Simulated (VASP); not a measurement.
Band structure of Sn (space group I4_1/amd). Method: r2SCAN meta-GGA, VASP's PBE PAW potentials (set 64) (plane waves; VASP).

Unless said otherwise, spin-orbit coupling is left out, though it shifts the bands of the heavy elements here.

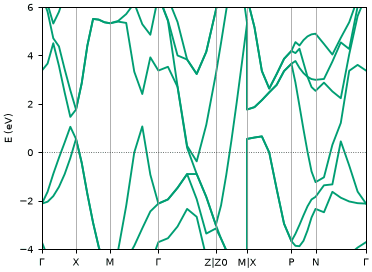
Figure: Bands along high-symmetry lines, zero at the valence-band maximum or, without a gap, the Fermi level

Read the plot: is there a gap, and where are the band edges?

It has no gap at this level: it comes out as a metal or semimetal.

The structure comes from a computed database's Sn entry (I4_1/amd); how it stands against other phases isn't given here. It was relaxed first.
